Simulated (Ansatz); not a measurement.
The parent structure is MgSe in the rock salt structure (space group Fm-3m, No. 225; a = 5.472 Å).

It is then changed as follows: O replaces 75.0 % of the Se, ordered in a cell of 8 atoms (starting symmetry Cmmm) and fully relaxed.

Calculations: DFT with r2SCAN, PAW potentials and a 500 eV plane-wave cutoff in Ansatz (a quantum-chemistry and plane-wave program), no spin-orbit coupling.

The zone is the changed cell's own and can be folded.

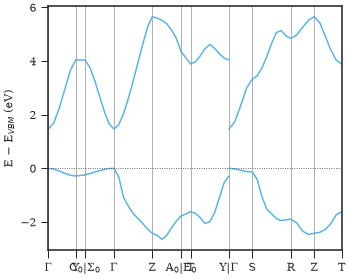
Figure. Highest valence and lowest conduction band along the path of the changed cell's own zone

### Question
From the figure, how large is the changed gap, and is it direct?

### Answer
About 1.5 eV, direct at Γ.

Each cell is one ordered arrangement of few atoms, which overstates ordering effects compared with a random alloy. Stability against distortions was not tested. k-point labels follow each cell's own Brillouin zone.
